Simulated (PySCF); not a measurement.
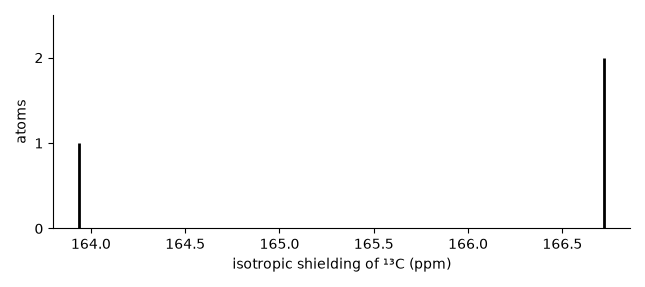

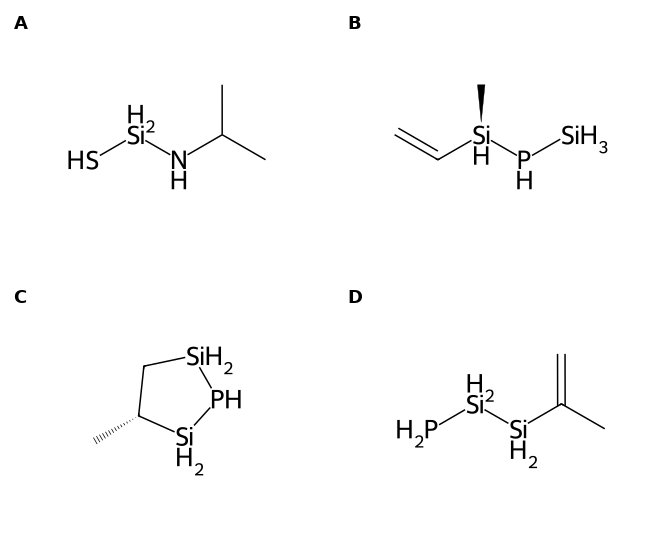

The sticks are computed shieldings of one of the molecules, for one fixed geometry (GFN2-xTB) without averaging over rotations. Low shielding means a high chemical shift. Method: GIAO PBE0/pcSseg-1 NMR shielding, non-relativistic, gas phase (PySCF 2.14.0).

**Match the spectrum to a structure.**

C, `C[C@@H]1C[SiH2]P[SiH2]1`. Its 3 C atoms give lines at 163.9, 166.7 (2 atoms) ppm.

The geometry is semi-empirical. Around P, Si such bond lengths and angles can be off by a tenth of an ångström or more and by several degrees, and values that hang on the shape move with them.
